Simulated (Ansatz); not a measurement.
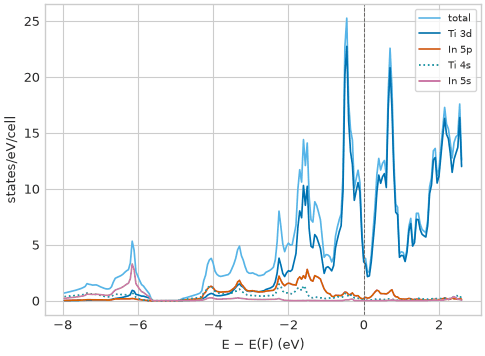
Figure. Total and projected density of states of Ti₃In in space group P6_3/mmc (No. 194; Ti on 6h, In on 2d), r²SCAN in the plane-wave PAW code Ansatz

### Question
Which orbitals carry the states next to the Fermi level?

### Answer
Within 0.5 eV of the Fermi level: Ti 3d 89 %. Projections are on Löwdin-orthogonalised atomic valence shells; empty p or d shells of many metals are not among them.

### Question
Where is the tallest occupied peak in this window, and what makes it?

### Answer
Near -0.4 eV, about 25 states/eV per cell; the largest projected share is Ti 3d.

The workflow started from a Materials Project entry (that database holds measured and hypothetical structures alike); the Crystallography Open Database copy checked does not list it. Its standing as an ambient phase is unchecked. The cell was relaxed with r²SCAN under the symmetry of its start; its stability against distortions is not shown here. The run is not spin-polarised. Spin–orbit coupling is left out wherever it is not named.

Potentials: the later of the program's two PAW sets.
